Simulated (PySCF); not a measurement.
# RuNF: relaxation and vibrations of the triplet

The task is one start of a wider search on RuNF: the triplet, from a linear start. It is relaxed, tested by its Hessian and followed downhill if it is a saddle.

Computed with PySCF 2.14.0. Level: PBE0, basis Ru def2-TZVP with ECP28, N def2-TZVP, F def2-TZVP, scalar-relativistic core potentials, no spin–orbit coupling, density fitting.

## (1) The starting structure

3 atoms, charge 0, spin multiplicity 3.

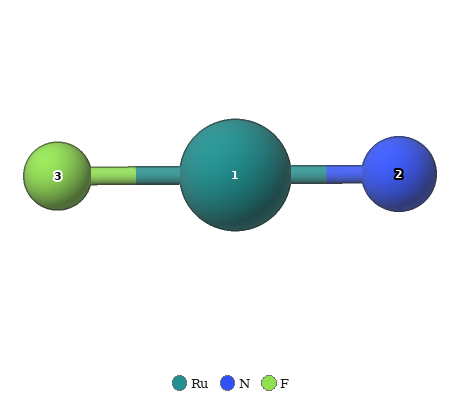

The starting geometry (ruthenium teal, nitrogen blue, fluorine green); atoms are numbered from 1 in the order of the file.

Z-matrix (Å, degrees; charge 0 multiplicity 3):
```
Ru
N  1 1.7400
F  1 1.8900 2 180.00
```

## (2) The SCF at the typed geometry

The steps below are one call of a driver around PySCF. For each, scf.py gives the equivalent set-up of the SCF; relaxations use the driver's own optimiser. After this first run the driver tries any further starts and a stability analysis.

Contents of scf.py:

```python
from pyscf import gto, scf, dft
mol = gto.M(atom='''
Ru     0.000000     0.000000     0.000000
N      0.000000     0.000000    -1.740000
F      0.000000     0.000000     1.890000''',
    basis={'Ru': 'def2-TZVP', 'N': 'def2-TZVP', 'F': 'def2-TZVP'},
    ecp={'Ru': 'def2-TZVP'},
    charge=0, spin=2)
mf = dft.UKS(mol, xc='PBE0')
mf.grids.atom_grid = (50, 194)
aux = {'Ru': 'def2-universal-JKFIT', 'N': 'def2-universal-JKFIT', 'F': 'def2-universal-JKFIT'}
mf = mf.density_fit(auxbasis=aux)
mf.conv_tol = 1e-08
mf.diis_space = 10
mf.max_cycle = 60
mf.init_guess = 'minao'
mf.verbose = 4
mf.kernel()
```

The run is started by

```sh
OMP_NUM_THREADS=4 python axn.py task.json out
```

Standard output:

```text
init E= -241.334965613481
[... the frontier-level lines of each cycle are left out ...]
cycle= 1 E= -247.968982331273  delta_E= -6.63  |g|= 1.71  |ddm|= 3.34
cycle= 2 E= -237.723482304599  delta_E= 10.2  |g|= 4.04  |ddm|= 11.5
cycle= 3 E= -249.103082312268  delta_E= -11.4  |g|= 0.58  |ddm|= 11.5
cycle= 4 E= -248.819436536364  delta_E= 0.284  |g|= 1.17  |ddm|= 1.04
cycle= 5 E= -249.202646748344  delta_E= -0.383  |g|= 0.525  |ddm|= 0.361
cycle= 6 E= -249.25902113343  delta_E= -0.0564  |g|= 0.374  |ddm|= 0.199
cycle= 7 E= -249.294161614968  delta_E= -0.0351  |g|= 0.231  |ddm|= 0.0955
cycle= 8 E= -249.31260945472  delta_E= -0.0184  |g|= 0.0917  |ddm|= 0.151
cycle= 9 E= -249.316711612411  delta_E= -0.0041  |g|= 0.014  |ddm|= 0.0597
cycle= 10 E= -249.317421032601  delta_E= -0.000709  |g|= 0.00943  |ddm|= 0.0338
cycle= 11 E= -249.318162202304  delta_E= -0.000741  |g|= 0.00828  |ddm|= 0.0399
cycle= 12 E= -249.319719498312  delta_E= -0.00156  |g|= 0.00732  |ddm|= 0.175
cycle= 13 E= -249.319762772867  delta_E= -4.33e-05  |g|= 0.00129  |ddm|= 0.0146
cycle= 14 E= -249.319758419773  delta_E= 4.35e-06  |g|= 0.000944  |ddm|= 0.00951
cycle= 15 E= -249.319765372117  delta_E= -6.95e-06  |g|= 0.000251  |ddm|= 0.0112
cycle= 16 E= -249.319765611326  delta_E= -2.39e-07  |g|= 7.18e-05  |ddm|= 0.00235
cycle= 17 E= -249.319765654501  delta_E= -4.32e-08  |g|= 1.88e-05  |ddm|= 0.000692
cycle= 18 E= -249.319765654929  delta_E= -4.28e-10  |g|= 2.28e-05  |ddm|= 0.000156
Extra cycle  E= -249.319765655959  delta_E= -1.03e-09  |g|= 4.3e-05  |ddm|= 5.79e-05
converged SCF energy = -249.319765655959  <S^2> = 2.3335669  2S+1 = 3.2146956
```

This step, with its further starts and checks, took 9.5 s on 4 threads of Arm Neoverse V1, shared host.

Energies from each starting density:

| start | energy (Eh) |
| --- | --- |
| the minimal-basis guess | -249.319766 |
| a thermally smeared density | -249.319762 |
| a smeared PBE density | -249.319764 |

No lower solution of this spin turned up from the other starts or in the test of internal stability.

## (3) Relaxing the triplet from the linear start

The program finds C∞v symmetry in the start, which this walk keeps. Threshold on the gradient: 0.0003 Eh/bohr, with a further test on the energy change.

scf.py, as its differences from that of step 2:

```diff
@@ -3,3 +3,3 @@
-Ru     0.000000     0.000000     0.000000
-N      0.000000     0.000000    -1.740000
-F      0.000000     0.000000     1.890000''',
+Ru     0.000000    -0.000000    -0.085553
+N      0.000000    -0.000000    -1.825553
+F      0.000000     0.000000     1.804447''',
@@ -16 +15,0 @@
-mf.init_guess = 'minao'
```

Energy and gradient, step by step:

| step | energy (Eh) | change (kJ/mol) | largest symmetric gradient (Eh/bohr) |
| --- | --- | --- | --- |
| 0 | -249.319766 | 0.00 | 0.07949 |
| 1 | -249.332006 | -32.14 | 0.02337 |
| 2 | -249.332059 | -32.28 | 0.02113 |
| 3 | -249.332416 | -33.21 | 0.00132 |
| 4 | -249.332417 | -33.22 | 0.00006 |

The walk took 7.2 s.

Positions (Å) and forces (eV/Å) along the way:

```
step 0
Ru   0.000   0.000  -0.086   0.000   0.000  -4.087
N    0.000   0.000  -1.826   0.000   0.000   4.059
F    0.000   0.000   1.804   0.000   0.000   0.029
step 1
Ru   0.000   0.000  -0.125   0.000   0.000  -1.202
N    0.000   0.000  -1.752   0.000   0.000   1.000
F    0.000   0.000   1.770   0.000   0.000   0.202
step 2
Ru   0.000   0.000  -0.142   0.000   0.000   1.056
N    0.000   0.000  -1.731   0.000   0.000  -1.087
F    0.000   0.000   1.766   0.000   0.000   0.031
step 3
Ru   0.000   0.000  -0.135   0.000   0.000  -0.059
N    0.000   0.000  -1.743   0.000   0.000   0.068
F    0.000   0.000   1.771   0.000   0.000  -0.008
step 4
Ru   0.000   0.000  -0.135   0.000   0.000  -0.003
N    0.000   0.000  -1.742   0.000   0.000   0.003
F    0.000   0.000   1.771   0.000   0.000   0.000
```

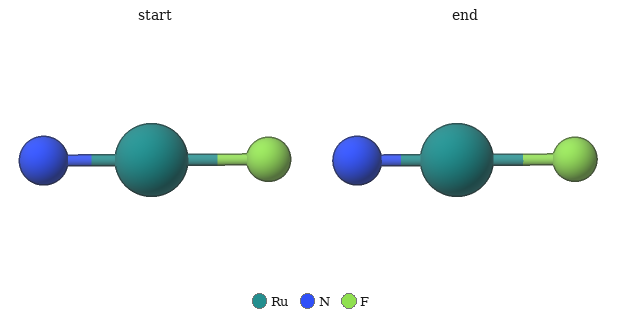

Start and end of the relaxation.

It settles in C∞v symmetry, 33.2 kJ/mol below the start, after 4 steps: Ru–F 1.906 Å, Ru–N 1.607 Å; F–Ru–N 180.0°.

## (4) Vibrations and properties at this point

On the finer grid the gradient is checked again; gradients at displacements of ±0.02 bohr then give force constants and infrared intensities.

scf.py, as its differences from that of step 3:

```diff
@@ -3,3 +3,3 @@
-Ru     0.000000    -0.000000    -0.085553
-N      0.000000    -0.000000    -1.825553
-F      0.000000     0.000000     1.804447''',
+Ru     0.000000     0.000000    -0.101692
+N      0.000000     0.000000    -1.708605
+F      0.000000    -0.000000     1.804576''',
@@ -10 +10 @@
-mf.grids.atom_grid = (50, 194)
+mf.grids.atom_grid = (75, 302)
@@ -13 +13 @@
-mf.conv_tol = 1e-08
+mf.conv_tol = 1e-10
```

The driver hands on the density of the step before, so the log starts near convergence.

SCF at the final geometry:

```text
init E= -249.332462494938
[... the frontier-level lines of each cycle are left out ...]
cycle= 1 E= -249.332462494884  delta_E= 5.41e-11  |g|= 1.74e-05  |ddm|= 1.36e-05
cycle= 2 E= -249.332462493099  delta_E= 1.79e-09  |g|= 7.2e-05  |ddm|= 4.08e-05
cycle= 3 E= -249.332462495012  delta_E= -1.91e-09  |g|= 6.06e-06  |ddm|= 3.42e-05
cycle= 4 E= -249.332462495028  delta_E= -1.63e-11  |g|= 1.84e-06  |ddm|= 3.33e-06
Extra cycle  E= -249.332462495041  delta_E= -1.35e-11  |g|= 2.09e-06  |ddm|= 4.32e-06
converged SCF energy = -249.332462495041  <S^2> = 2.042072  2S+1 = 3.0279181
```

The whole step took 39 s.

Geometry: C∞v; Ru–F 1.906 Å, Ru–N 1.607 Å; F–Ru–N 180.0°.

Modes, for the most abundant isotopes:

| ω (cm⁻¹) | IR (km/mol) | μ (u) | type |
| --- | --- | --- | --- |
| 165i | 8.5 | 19.22 | bend |
| 165i | 8.5 | 19.22 | bend |
| 619 | 129 | 21.09 | stretch |
| 1111 | 78.9 | 15.57 | stretch |

2 modes are imaginary, the largest at 165i cm⁻¹: a saddle point, not a minimum.

The SCF density has lower symmetry than the nuclear frame, so the modes carry no labels; pairs that should be degenerate can split.

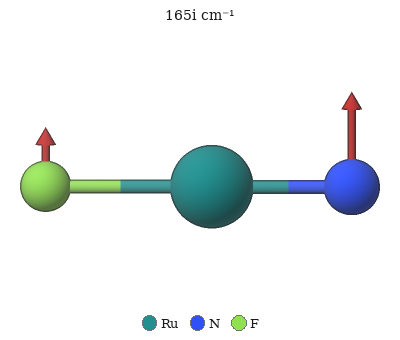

The imaginary mode, as arrows.

Constants and moments:

```yaml
Dipole_moment: 1.35 D
Highest_occupied_level: -6.96 eV
Lowest_empty_level: -4.27 eV
Rotational_constants: 0.1624 cm⁻¹
Zero-point_energy_real_modes: 10.3 kJ/mol
Principal_polarisabilities: 34.1, 34.1, 51.6 bohr³
Atomisation_energy_without_zero-point_energy: 835 kJ/mol
Principal_traceless_quadrupole_moments_about_the_centre_of_mass: -10.39, 5.20, 5.20 D Å
Spin_squared_⟨S²⟩: 2.042
```

Charges (e) and bond orders:

```
atom  Mulliken  Löwdin  polar tensor  spin (Mulliken)  Mayer order to Ru1
 Ru1      0.89    0.59          1.09             2.14                   –
  N2     -0.36   -0.20         -0.40            -0.12                2.68
  F3     -0.53   -0.39         -0.68            -0.01                0.66
```

Mulliken populations on Ru1 (outside its core potential): s 2.70, p 6.10, d 6.28, f 0.02.

## (5) Following the imaginary mode

The atoms are moved a little along the softest imaginary mode and relaxed again.

The program finds Cs symmetry in the start, which this walk keeps. Threshold on the gradient: 0.0003 Eh/bohr, with a further test on the energy change.

scf.py, as its differences from that of step 4:

```diff
@@ -3,3 +3,3 @@
-Ru     0.000000     0.000000    -0.101692
-N      0.000000     0.000000    -1.708605
-F      0.000000    -0.000000     1.804576''',
+Ru     0.004221     0.030095    -0.101658
+N     -0.016666    -0.118837    -1.708572
+F     -0.010355    -0.073836     1.804609''',
@@ -10 +10 @@
-mf.grids.atom_grid = (75, 302)
+mf.grids.atom_grid = (50, 194)
@@ -13 +13 @@
-mf.conv_tol = 1e-10
+mf.conv_tol = 1e-08
```

The optimiser's trace:

| step | energy (Eh) | change (kJ/mol) | largest symmetric gradient (Eh/bohr) |
| --- | --- | --- | --- |
| 0 | -249.333057 | 0.00 | 0.00991 |
| 1 | -249.333579 | -1.37 | 0.00700 |
| 2 | -249.338700 | -14.82 | 0.00569 |
| 3 | -249.338887 | -15.31 | 0.02178 |
| 4 | -249.339413 | -16.69 | 0.00824 |
| 5 | -249.339540 | -17.02 | 0.00524 |
| 6 | -249.339631 | -17.26 | 0.00073 |
| 7 | -249.339632 | -17.26 | 0.00007 |

The walk took 25 s.

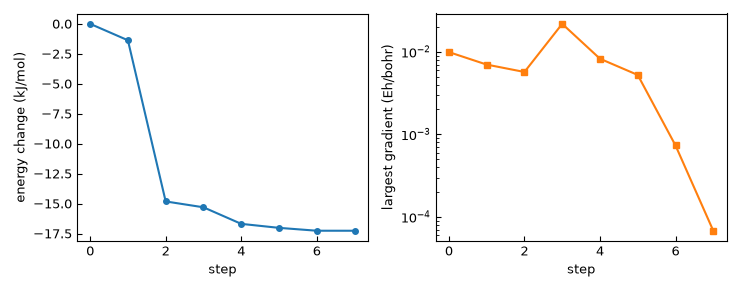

Energy and largest gradient along the walk.

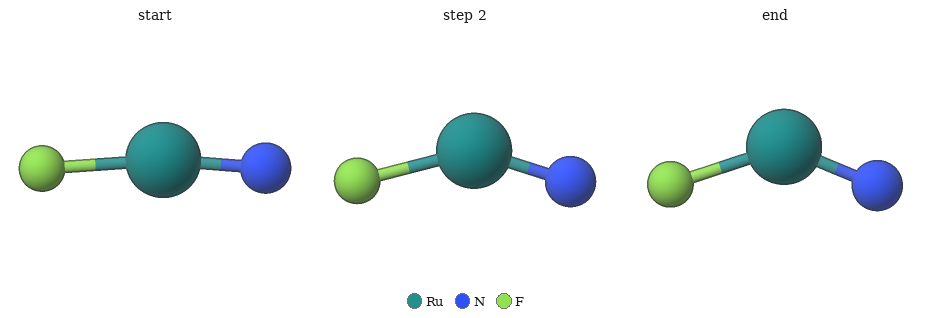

The geometry along the walk, at one scale.

After 7 steps and 17.3 kJ/mol it ends at Cs: Ru–F 1.880 Å, Ru–N 1.587 Å; F–Ru–N 139.2°.

## (6) Frequencies

The same treatment as at the point before.

scf.py, as its differences from that of step 5:

```diff
@@ -3,3 +3,3 @@
-Ru     0.004221     0.030095    -0.101658
-N     -0.016666    -0.118837    -1.708572
-F     -0.010355    -0.073836     1.804609''',
+Ru     0.019869     0.141680    -0.101389
+N     -0.067357    -0.480296    -1.558257
+F     -0.057867    -0.412629     1.692909''',
@@ -10 +10 @@
-mf.grids.atom_grid = (50, 194)
+mf.grids.atom_grid = (75, 302)
@@ -13 +13 @@
-mf.conv_tol = 1e-08
+mf.conv_tol = 1e-10
```

SCF at the final geometry:

```text
init E= -249.339585879461
[... the frontier-level lines of each cycle are left out ...]
cycle= 1 E= -249.339585879442  delta_E= 1.97e-11  |g|= 8.88e-06  |ddm|= 6.07e-06
Extra cycle  E= -249.33958587895  delta_E= 4.91e-10  |g|= 3.76e-05  |ddm|= 2.05e-05
converged SCF energy = -249.33958587895  <S^2> = 2.0230615  2S+1 = 3.0153351
```

The whole step took 40 s on 4 threads of Arm Neoverse V1, shared host.

Geometry: Cs; Ru–F 1.880 Å, Ru–N 1.586 Å; F–Ru–N 139.4°.

Harmonic modes (main isotopes):

```csv
symmetry,ω (cm⁻¹),IR (km/mol),μ (u),type
a',184,7.3,18.39,bend
a',635,117,21.43,stretch
a',1167,94.2,15.67,stretch
```

Every mode is real; the point is a minimum.

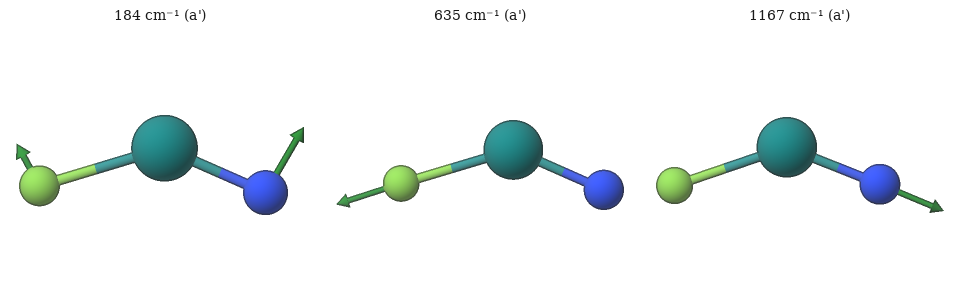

Displacements of 3 of the modes, as arrows (one member where a mode is degenerate).

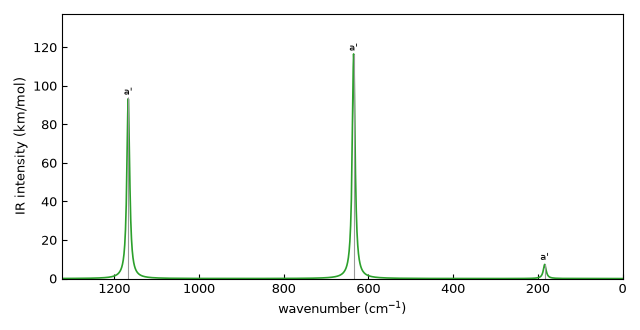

The harmonic infrared spectrum (widths in cm⁻¹). Lines are broadened to a width of 8 cm⁻¹ (Lorentzian).

Properties at this point:

* Dipole moment: 1.62 D
* Highest occupied level: -6.75 eV
* Lowest empty level: -4.06 eV
* Rotational constants: 1.995, 0.1879, 0.1717 cm⁻¹
* Zero-point energy: 11.9 kJ/mol
* Principal polarisabilities: 34.5, 35.1, 49.2 bohr³
* Atomisation energy without zero-point energy: 854 kJ/mol
* Principal traceless quadrupole moments about the centre of mass: -7.84, 2.87, 4.96 D Å
* Entropy at 298.15 K and 1 bar (electronic part: spin only): 285.7 J/(mol K)
* Heat capacity Cp at 298.15 K: 46.0 J/(mol K)
* Enthalpy at 298.15 K above 0 K: 11.88 kJ/mol
* Rotational symmetry number: 1
* Spin squared ⟨S²⟩: 2.023

Charges (e) and bond orders:

```
atom  Mulliken  Löwdin  polar tensor  spin (Mulliken)  Mayer order to Ru1
 Ru1      0.95    0.55          1.09             1.97                   –
  N2     -0.41   -0.20         -0.44             0.02                2.73
  F3     -0.54   -0.35         -0.65             0.01                0.66
```

Outer orbital energies (eV). α occupied: -12.48, -12.46, -11.23, -11.02, -10.52, -9.40, -8.80, -6.75; empty: -3.35, -2.51, -0.23, 0.21. β occupied: -22.09, -13.11, -12.13, -12.05, -10.88, -10.68, -9.86, -8.15; empty: -4.06, -3.38, -2.88, -1.97.

Mulliken populations on Ru1 (outside its core potential): s 2.58, p 6.14, d 6.30, f 0.02.

## (7) The points found, side by side

| spin | group | bonds | imaginary modes (cm⁻¹) | ΔE (kJ/mol) | with zero-point energy |
| --- | --- | --- | --- | --- | --- |
| triplet | Cs | Ru–F 1.880 Å, Ru–N 1.586 Å | none | 0.0 | 0.0 |
| triplet | C∞v (density of lower symmetry) | Ru–F 1.906 Å, Ru–N 1.607 Å | 165i, 165i | 18.7 | – |

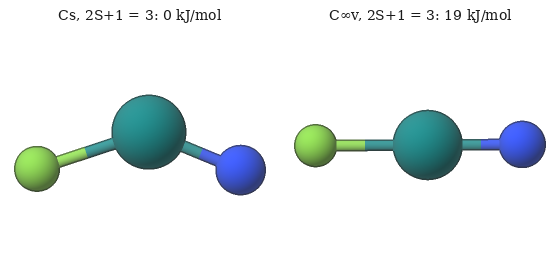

The points, lowest first (ruthenium teal, nitrogen blue, fluorine green).

## (8) Results

| quantity | value |
| --- | --- |
| minimum | triplet, Cs |
| geometry | Ru–F 1.880 Å, Ru–N 1.586 Å; F–Ru–N 139.4° |
| wavenumbers (cm⁻¹) | 184 (a'), 635 (a'), 1167 (a') |
| dipole moment | 1.62 D |
| highest occupied, lowest empty level (either spin) | -6.75, -4.06 eV |
| polar-tensor charge of Ru1 | +1.09 e |
| zero-point energy | 11.9 kJ/mol |
| entropy at 298.15 K | 285.7 J/(mol K) |
| atomisation energy (no zero-point energy) | 854 kJ/mol |
| ⟨S²⟩ | 2.023 |

**Reading.** From C∞v at the start the molecule goes to a Cs minimum, after a stop at a second-order saddle point 18.7 kJ/mol higher, from which it was pushed off along an imaginary mode. The strongest infrared band lies at 635 cm⁻¹ (a', stretch). Most of the spin sits on Ru1 (Mulliken spin 1.97, against 2 for the whole molecule). Other starts or spin states, not run here, may lie lower. One determinant may miss the lowest occupation of an open d or f shell.

The search up to here took 2 min.
